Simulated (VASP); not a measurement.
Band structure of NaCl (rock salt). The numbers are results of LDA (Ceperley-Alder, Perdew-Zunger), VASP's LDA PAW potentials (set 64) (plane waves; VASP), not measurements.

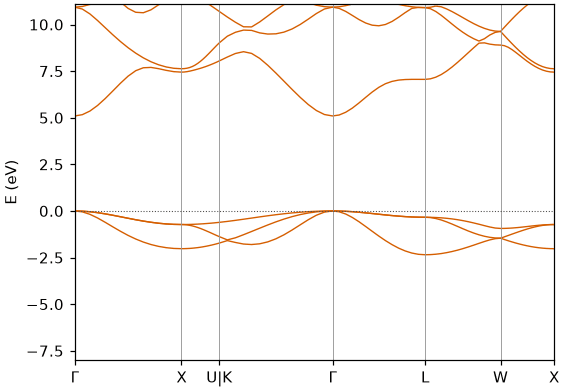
Figure. Bands along high-symmetry lines, zero at the valence-band maximum or, without a gap, the Fermi level

Question: Read the plot: is there a gap, and where are the band edges?

Answer: The gap is direct, 5.10 eV, from the valence maximum at Γ to the conduction minimum at Γ. (Edges off the drawn lines would not show.)

Measured: gap 8.97 eV (computed value off by -3.87 eV), as given by Wei Chen et al., Physical Review Materials (2018), doi:10.1103/physrevmaterials.2.073803.

The compound is NaCl in the rock salt structure. It was relaxed first, which changed the volume by -9 %.
